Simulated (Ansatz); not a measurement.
# SiCNClF2 (SMILES N#C[Si](F)(F)Cl): B3LYP/6-31G(d) (spherical functions)

What is the vertical ionisation energy of SiCNClF2 at B3LYP/6-31G* (spherical functions)? 

The results are computed with Ansatz 0.2.0.

134 further runs of the same task are left out: 4 that didn't finish, 130 set aside as unsound or not needed. Runs told in other sessions of the task aren't counted.

## 1. The system as given

SiCNClF2 has 6 atoms, charge 0, and is taken as a singlet. SMILES: `N#C[Si](F)(F)Cl`. The coordinates come from a PBE0-D4/def2-TZVP relaxation.

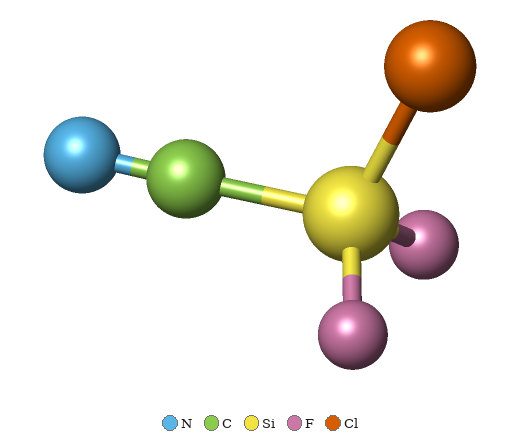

The structure, seen from a chosen angle (nitrogen blue, carbon green, silicon yellow, fluorine pink, chlorine orange).

## 2. A single-point energy at B3LYP/6-31G(d) (spherical functions)

molecule.yaml

```yaml
crystal:
  periodic: [false, false, false]
  atoms:
    - {symbol: "N", position_ang: [1.925400, -1.092200, 1.077400]}
    - {symbol: C, position_ang: [1.030100, -0.609300, 0.540000]}
    - {symbol: Si, position_ang: [-0.394400, 0.176700, -0.290300]}
    - {symbol: F, position_ang: [-1.487900, -0.920300, -0.527700]}
    - {symbol: F, position_ang: [0.087600, 0.719200, -1.679000]}
    - {symbol: Cl, position_ang: [-1.118900, 1.661900, 0.833400]}
basis:
  gaussian: {orbitals: 6-31G_st_-spherical.json}
hamiltonian: {xc: {name: B3LYP}}
accuracy: high
output: {orbitals: {seedname: orbitals}}
```

The basis set 6-31G* is read from a file made from the Basis Set Exchange's data (not shown).

Command:

```
$ ansatz run molecule.yaml --threads 1 --pin off --max-ram 3480MiB --events-out events.jsonl --progress --plain --runs-dir runs
```

Standard output:

```text
Warning: RAYON_NUM_THREADS=1 ignored (pool sized by the plan → 1); use --threads N
Functional definition: B3LYP
  name "B3LYP"
  parameter a0 = 0.2
  parameter ax = 0.72
  parameter ac = 0.81
  exchange = (1 - a0 - ax)*slater_x + ax*b88_x + a0*exact_x
  correlation = (1 - ac)*vwn_rpa_c + ac*lyp_c
1935 factors; integrals over basis functions are off by at most 1.2e-8 eV
mean field evaluation 1: about -28359.1708 eV, gradient 5.3e1 eV
mean field evaluation 2: about -28347.1529 eV, gradient 9.4e1 eV
mean field evaluation 4: about -28364.4219 eV, gradient 4.7e0 eV
mean field evaluation 8: about -28364.6453 eV, gradient 8.0e-1 eV
mean field evaluation 16: about -28364.6468 eV, gradient 7.2e-5 eV
mean field -28364.64679191 eV, -1042.3815433547 hartree, gradient 5.9e-8 eV, S^2 0.000000; 0 other end points of the search recorded, 0 dependent functions left out
reference -28364.64682911 eV, -1042.3815447215 hartree; 31, 31 occupied and 61, 61 virtual orbitals, 1935 factors
Total energy: -28364.64682911 eV, -1042.3815447215 hartree
```

Run time: 11 s. Hardware: 1 thread of Arm Neoverse V1, shared host; peak memory 0.33 GiB.

## 3. The doublet cation at the same level

in.yaml

```yaml
basis:
  gaussian: {orbitals: 6-31G_st_-spherical.json}
crystal:
  periodic: [false, false, false]
  atoms:
    - {symbol: "N", position_ang: [1.925400, -1.092200, 1.077400]}
    - {symbol: C, position_ang: [1.030100, -0.609300, 0.540000]}
    - {symbol: Si, position_ang: [-0.394400, 0.176700, -0.290300]}
    - {symbol: F, position_ang: [-1.487900, -0.920300, -0.527700]}
    - {symbol: F, position_ang: [0.087600, 0.719200, -1.679000]}
    - {symbol: Cl, position_ang: [-1.118900, 1.661900, 0.833400]}
output: {orbitals: {seedname: orbitals}}
magnetization: {spin_polarized: true, initial_magnetization: 1}
hamiltonian: {xc: {name: B3LYP}}
total_charge: 1
accuracy: high
```

The basis set 6-31G* is read from a file made from the Basis Set Exchange's data (not shown).

Command:

```
$ ansatz run in.yaml --threads 1 --pin off --max-ram 3480MiB --events-out events.jsonl --progress --plain --runs-dir runs
```

Standard output:

```text
Warning: RAYON_NUM_THREADS=1 ignored (pool sized by the plan → 1); use --threads N
Functional definition: B3LYP
  name "B3LYP"
  parameter a0 = 0.2
  parameter ax = 0.72
  parameter ac = 0.81
  exchange = (1 - a0 - ax)*slater_x + ax*b88_x + a0*exact_x
  correlation = (1 - ac)*vwn_rpa_c + ac*lyp_c
1935 factors; integrals over basis functions are off by at most 1.2e-8 eV
mean field evaluation 1: about -28339.5069 eV, gradient 5.6e1 eV
mean field evaluation 2: about -28291.7633 eV, gradient 1.2e2 eV
mean field evaluation 4: about -28346.6827 eV, gradient 2.7e1 eV
mean field evaluation 8: about -28351.7537 eV, gradient 8.9e-1 eV
mean field evaluation 16: about -28352.0488 eV, gradient 4.3e-1 eV
mean field evaluation 32: about -28352.0538 eV, gradient 5.9e-4 eV
mean field evaluation 64: about -28351.9342 eV, gradient 2.6e0 eV
mean field -28352.05380225 eV, -1041.9187595205 hartree, gradient 6.1e-8 eV, S^2 0.758923; 7 other end points of the search recorded, 0 dependent functions left out
reference -28352.05383985 eV, -1041.9187609022 hartree; 31, 30 occupied and 61, 62 virtual orbitals, 1935 factors
Total energy: -28352.05383985 eV, -1041.9187609022 hartree
```

Run time: 53 s. Hardware: 1 thread of Arm Neoverse V1, shared host; peak memory 0.49 GiB.

## 4. What came out

At B3LYP/6-31G* (spherical functions):

```
                                          quantity           value
                    singlet SiCNClF2: total energy  -1042.38154 Eh
                     singlet SiCNClF2: HOMO energy       -10.04 eV
                     singlet SiCNClF2: LUMO energy        -1.29 eV
                   singlet SiCNClF2: HOMO–LUMO gap         8.75 eV
                      doublet cation: total energy  -1041.91876 Eh
doublet cation: HOMO energy (highest over α and β)       -16.70 eV
 doublet cation: LUMO energy (lowest over α and β)       -15.14 eV
                              doublet cation: ⟨S²⟩           0.759
vertical ionisation energy (to the doublet cation)       12.593 eV
```

What this shows: Removing an electron at fixed nuclei costs 12.59 eV (290 kcal/mol). −ε(HOMO) before ionisation, 10.04 eV, is 2.55 eV below this ionisation energy.
